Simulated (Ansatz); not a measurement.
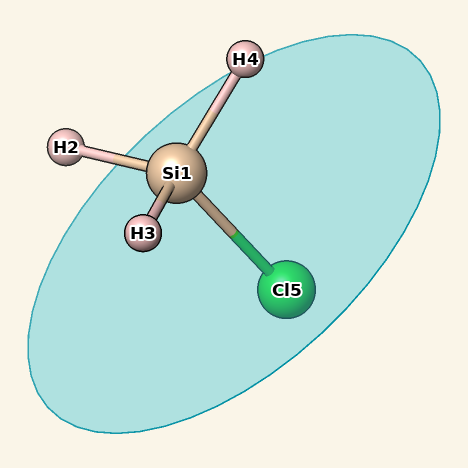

A disc through the centre of mass is drawn in. Atoms fade into the background with distance from the viewer. The geometry was computed by an optimisation with PBE0-D4/def2-TZVP.

### Is the plane of the disc a mirror plane of the structure?

No. The point group is C3v, with 1 C3 axis and 3 mirror planes, and this plane isn't one of its mirror planes.
